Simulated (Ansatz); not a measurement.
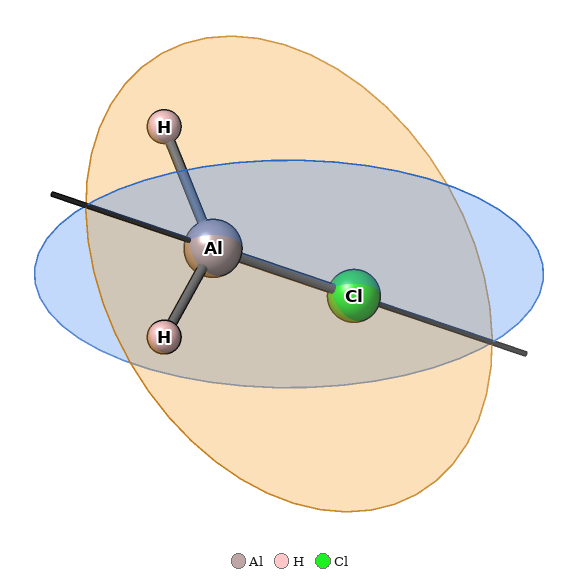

All proper rotation axes (lines) and mirror planes (discs) of the structure are drawn in. Depth is shown by fading: the farther an atom, the more it takes the colour of the background. Computed geometry: PBE0-D4/def2-TZVP optimisation.

Name the symmetry elements and the point group.

Answer. It has 1 C2 axis and 2 mirror planes. Point group C2v. The group has 4 operations. The geometry is achiral, and symmetry allows a dipole moment.
